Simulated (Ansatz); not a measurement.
**GaH4 (charge -1): active-space calculation from a Python script**

Wanted for GaH4 (charge -1): an active-space calculation.

Program: Ansatz 0.2.0, driven from Python. The levels of theory stand in the script. These are calculated values, not measurements.

## 1. The system

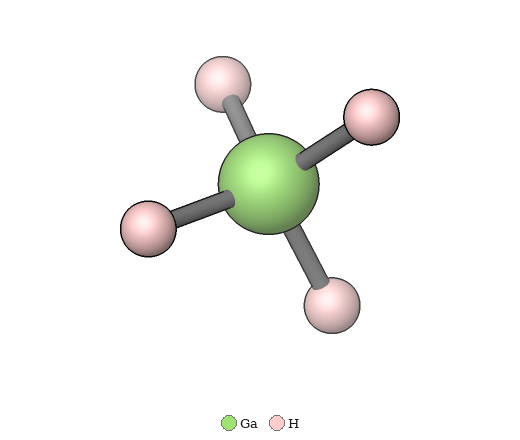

The starting structure, viewed from a chosen angle; gallium green, hydrogen pink.

gah4.xyz, read by the script:

```xyz
5

Ga    0.00000   -0.00000    0.00000
H     0.62170    1.16040   -0.92770
H    -1.07310    0.64150    1.01520
H     1.17920   -0.70510    0.84040
H    -0.72780   -1.09690   -0.92790
```

## 2. Script

gah4_cas.py reads:

```python
import ansatz as az


def main() -> None:
    geometry = az.Crystal.molecule_from_extxyz('gah4.xyz')

    calculation = (
        geometry.calculation()
        .basis(gaussian='def2-SVP')
        .charge(-1)
        .correlation(active_electrons=4, active_orbitals=4)
    )
    for method in [None, 'sc_nevpt2']:
        r = (calculation if method is None else calculation.correlation(method)).run().report
        space = r['configurations']
        state = space['states'][0]
        print(method or 'casscf', f'total {r["free_energy_ev"] / 27.211386246:.6f} Ha, active-space state {state["energy"]["hartree"]:.6f} Ha, mean field {r["reference_energy_ev"] / 27.211386246:.6f} Ha')
        print('  determinants', state['n_determinants'], ' natural occupations', [round(n, 3) for n in space['natural_occupations']])


if __name__ == '__main__':
    main()
```

## 3. The input behind the calls

The package turns the script's settings into the engine's input (first run):

```yaml
crystal:
  periodic: [false, false, false]
  atoms:
    - { symbol: Ga, position_ang: [0.0, -0.0, 0.0] }
    - { symbol: H, position_ang: [0.6217, 1.1604, -0.9277] }
    - { symbol: H, position_ang: [-1.0731, 0.6415, 1.0152] }
    - { symbol: H, position_ang: [1.1792, -0.7051, 0.8404] }
    - { symbol: H, position_ang: [-0.7278, -1.0969, -0.9279] }
basis:
  gaussian:
    orbitals: def2-SVP
total_charge: -1.0
correlation:
  active_space:
    window:
      electrons: 4
      orbitals: 4
```

## 4. Launch

The run is started by

```bash
$ python gah4_cas.py
```

Log:

```text
casscf total -1925.331063 Ha, active-space state -1925.331063 Ha, mean field -1925.305146 Ha
  determinants 36  natural occupations [1.982, 1.977, 0.023, 0.017]
sc_nevpt2 total -1925.560662 Ha, active-space state -1925.331030 Ha, mean field -1925.305146 Ha
  determinants 36  natural occupations [1.982, 1.977, 0.023, 0.017]
```

It took 4.4 s on 1 thread of Intel Xeon Platinum 8488C (Sapphire Rapids), shared host; peak memory 0.17 GiB.

## 5. What changed from run to run

The engine's inputs for the other runs:

Run 2, against run 1:

```diff
@@ -13,0 +14 @@
+  method: sc_nevpt2
```

Lines on the test bed's own set-up are left out of the output.

## 6. The runs side by side

One row for each of the 2 runs:

```tsv
run	method	energy (eV)	SCF cycles	CPU time (s)
1	not set	-52390.9272	11	1.7
2	sc_nevpt2	-52397.1749	11	2.1
```

## 7. What came out

| quantity | value |
| --- | --- |
| natural occupations | 1.982, 1.977, 0.023, 0.017 |
| runs compared | 2 |

In words: The natural occupations stay near whole numbers, so one determinant describes the state well. Both runs converged. Notes:
- The geometry is a force-field or estimated start, not a minimum of this method, and the basis set is short of its limit. The active space starts as a window about the frontier orbitals and is then optimised, not chosen by chemistry.
- Anions want diffuse functions, which this basis lacks.
